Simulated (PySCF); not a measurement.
# BHBr (SMILES [BH]Br) at UPBE/cc-pVQZ

What is the vertical ionisation energy of BHBr at UPBE/cc-pVQZ? Input form: a Python script.

Program for the calculation: PySCF 2.14.0.

## 1. The system as given

The species is BHBr (3 atoms), meant as a doublet with charge 0. SMILES: `[BH]Br`. The shape is that of a PBE0-D4/def2-TZVP optimisation.

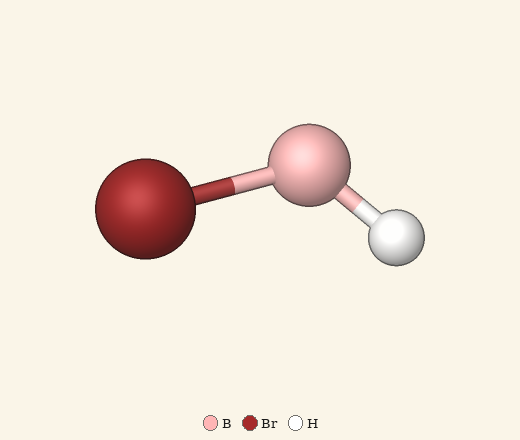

Viewed from a chosen angle; boron pink, bromine red, hydrogen white.

## 2. The energy at UPBE/cc-pVQZ

File input.py:

```python
# [BH]Br
from pyscf import gto, dft

system = gto.M(
    atom=[
    ('B', (-0.094500, -0.523000, -0.115700)),
    ('Br', (1.181000, 0.563200, 0.709800)),
    ('H', (-1.097400, -0.105000, -0.607300)),
],
    charge=0,
    basis='cc-pvqz',
    spin=1,
    verbose=3,
    max_memory=1860,
)

mf = dft.UKS(system)
mf.xc = 'pbe'
mf.conv_tol = 1e-10
mf.grids.level = 4
mf.kernel()
if not mf.converged:
    mf = mf.newton().run(mf.mo_coeff, mf.mo_occ)

etot = mf.e_tot
print('Final energy', etot)
```

Launch:

```sh
$ OMP_NUM_THREADS=1 python input.py
```

Standard output:

```text
converged SCF energy = -2599.16995705116  <S^2> = 0.75301343  2S+1 = 2.0030112
Final energy -2599.1699570511555
```

Run time: 18 s. Hardware: 1 thread of Intel Xeon Platinum 8559C (Emerald Rapids), shared host; peak memory 1.1 GiB.

## 3. The singlet cation, same level

File calc.py:

```python
from pyscf import gto, dft

mol = gto.M(
    atom='''
B     -0.094500    -0.523000    -0.115700
Br     1.181000     0.563200     0.709800
H     -1.097400    -0.105000    -0.607300
''',
    verbose=3,
    charge=1,
    max_memory=1860,
    basis='cc-pvqz',
    spin=0,
)

ks = dft.RKS(mol)
ks.xc = 'pbe'
ks.grids.level = 4
ks.conv_tol = 1e-10
ks.kernel()
if not ks.converged:
    ks = ks.newton().run(ks.mo_coeff, ks.mo_occ)

energy = ks.e_tot
print('E = %.10f Eh' % energy)
```

Launch:

```sh
$ OMP_NUM_THREADS=1 python calc.py
```

Standard output:

```text
converged SCF energy = -2598.85773400444
E = -2598.8577340044 Eh
```

Wall time 14 s (1 thread of Intel Xeon Platinum 8559C (Emerald Rapids), shared host); peak memory 1 GiB.

## 4. Results

Level: UPBE/cc-pVQZ.

| quantity | value |
| --- | --- |
| doublet BHBr: total energy | -2599.16996 Eh |
| doublet BHBr: dipole moment | 0.54 D |
| doublet BHBr: HOMO energy (highest over α and β) | -4.90 eV |
| doublet BHBr: LUMO energy (lowest over α and β) | -3.25 eV |
| doublet BHBr: ⟨S²⟩ | 0.753 |
| singlet cation: total energy | -2598.85773 Eh |
| singlet cation: HOMO energy | -15.33 eV |
| singlet cation: LUMO energy | -11.89 eV |
| singlet cation: HOMO–LUMO gap | 3.44 eV |
| vertical ionisation energy (to the singlet cation) | 8.496 eV |

**Reading.** Removing an electron at fixed nuclei costs 8.50 eV (820 kJ/mol). Only the singlet of the ionised species was computed; a triplet could lie lower.
